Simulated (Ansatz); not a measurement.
# C₆H₂₀Ga₂N₂ (SMILES [CH3][GaH-]1[N+](C)(C)[GaH-]([CH3])[N+]1(C)C): what the fields show

```xyz
30

C    -2.3258   -0.6989    1.0955
Ga   -0.3559   -0.8326    1.1579
N     0.4813    1.0091    0.9768
C     1.7141    1.1498    1.7472
C    -0.4147    2.1201    1.2762
Ga    0.8191    0.6973   -1.0018
C    -0.5972    1.5523   -2.0812
N     0.3801   -1.2607   -0.6864
C    -0.5906   -1.8273   -1.6157
C     1.5690   -2.1078   -0.6397
H    -2.7765   -1.6880    0.9827
H    -2.6748   -0.0771    0.2675
H    -2.7129   -0.2681    2.0221
H     0.4549   -1.6556    2.2314
H     2.2306    2.0853    1.5001
H     1.5097    1.1475    2.8248
H     2.3961    0.3254    1.5348
H     0.0480    3.0823    1.0231
H    -0.6700    2.1475    2.3430
H    -1.3412    2.0309    0.7090
H     2.3655    0.8321   -1.2803
H    -0.4824    2.6390   -2.0772
H    -0.5419    1.2226   -3.1216
H    -1.5992    1.3216   -1.7111
H    -0.1739   -1.9018   -2.6280
H    -0.8921   -2.8364   -1.3080
H    -1.4854   -1.2067   -1.6632
H     2.3061   -1.6975    0.0519
H     1.3197   -3.1213   -0.3026
H     2.0402   -2.1831   -1.6272
```

Geometry: PBE0-D4/def2-TZVP.

Theory: RKS PBE0-D4/def2-TZVPP (Ansatz 0.2.0).

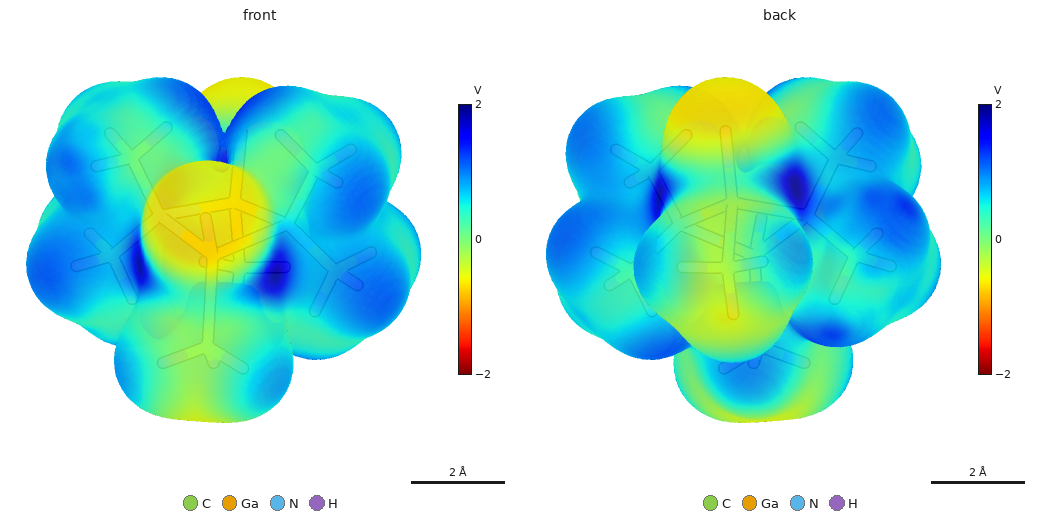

Figure 1. The molecular electrostatic potential painted on the density surface at 0.004 e/bohr³, seen from the front and from behind; the colour scale runs from red (negative) to blue (positive).

Q: Which sites attract a positive test charge, and which a negative one?

A: A positive charge is drawn to the negative regions and a negative charge to the positive ones. The most negative region (about −0.7 V) lies over H14 and H21, the most positive (about +1.8 V) over Ga2 and Ga6.

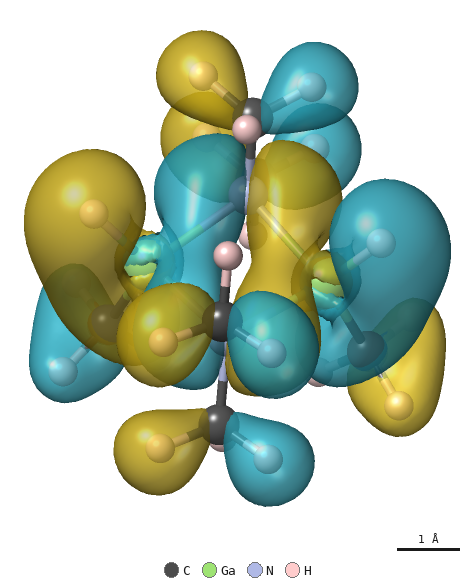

Figure 2. The HOMO at ±0.05 Å⁻³ᐟ² (yellow and cyan are the two phases), seen at an oblique angle.

Q: What is the character of this orbital?

A: It lies mainly on N3 (about 20 %), N8 (about 20 %), Ga6 (about 10 %) and Ga2 (about 10 %). Its energy is −6.95 eV.

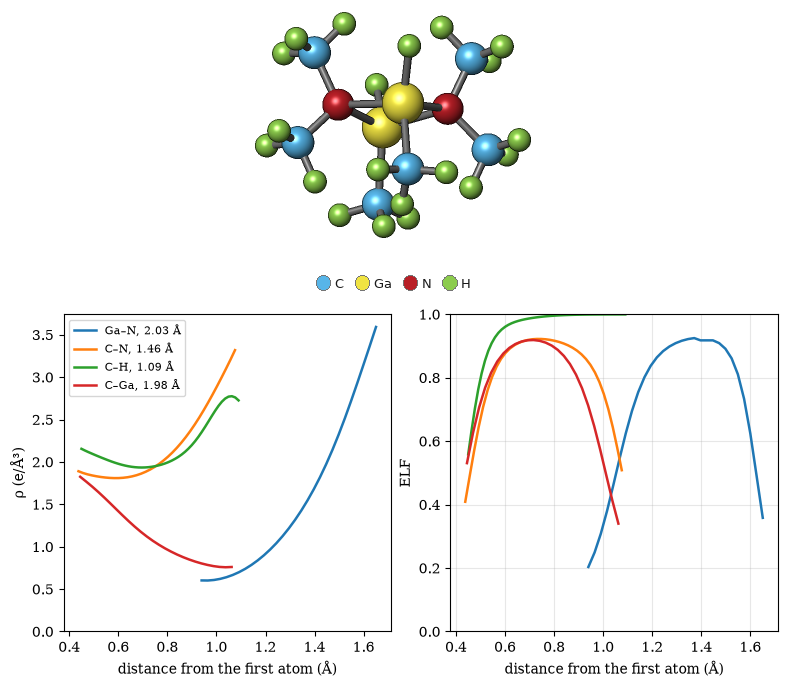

Figure 3. Electron density and ELF along straight lines between neighbouring atoms. The curves leave out the atomic cores. The structure is drawn too.

Q: What can be read from the curves?

A: Ga–N (2.03 Å): ρ is about 0.62 e/Å³ halfway; the ELF peaks at about 0.90 in the valence shell of N, 0.7 Å from its nucleus, and is about 0.40 at the midpoint.
C–N (1.46 Å): ρ is about 1.9 e/Å³ halfway; the ELF peaks at about 0.90 between the atoms; localised, covalent bonding.
C–H (1.09 Å): the density is about 2 e/Å³ at the midpoint; the ELF climbs to about 1 towards the hydrogen, as it does in any bond to H (a covalent bond by its length).
C–Ga (1.98 Å): the density is about 0.77 e/Å³ at the midpoint; the ELF peaks at about 0.90 in the valence shell of C, 0.7 Å from its nucleus, and is about 0.55 at the midpoint.

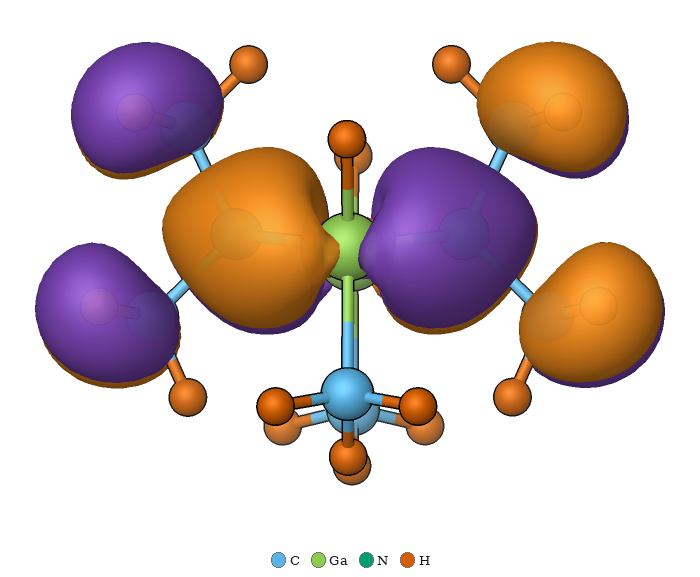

Figure 4. The HOMO−1 at ±0.06 Å⁻³ᐟ² (orange and purple are the two phases), seen across its widest extent.

Q: What is the character of this orbital?

A: It lies mainly on N3 (about 25 %), N8 (about 25 %), Ga6 (about 10 %) and Ga2 (about 10 %). Its energy is −7.42 eV.
